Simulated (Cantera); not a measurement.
Feed: 1 mol borazine, 0.35 mol O₂, 30 mol H₂, equilibrated at 2050 °C.

Method: chemical equilibrium by Gibbs-energy minimisation in Cantera with the NASA 1993 tables (ideal gas, pure condensed phases). Candidate condensed phases: B, BN, B₂O₃, B₃O₃H₃, H₂O; 39 gas species. The feed counts by its element totals alone. Mutual solubility and eutectic melting of coexisting phases are not modelled. The tables' values for BH₂ are old estimates; treat these amounts as uncertain. Gases not in the tables: B₂H₆ and higher boranes. Equilibrium is a limit: real reactors are often held back by kinetics, nucleation or transport.

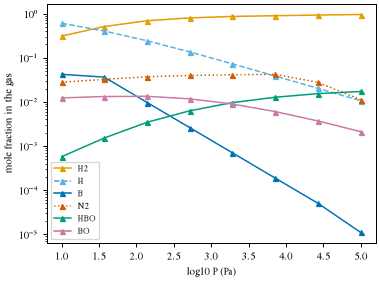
Figure. Equilibrium gas composition (values under 1e-9 drawn at 1e-9)

At 0.0750 Torr nothing is condensed. From 0.278 Torr to 54.0 Torr the condensed part is B(s). At 203 Torr the condensed part is B(s) + BN(s). At 750 Torr the condensed part is BN(s). The main B-bearing gas is B at 0.0750 Torr and HBO at 750 Torr. The share of B in condensed phases is highest at 750 Torr (74.6 %) and lowest at 0.0750 Torr (0.0 %).
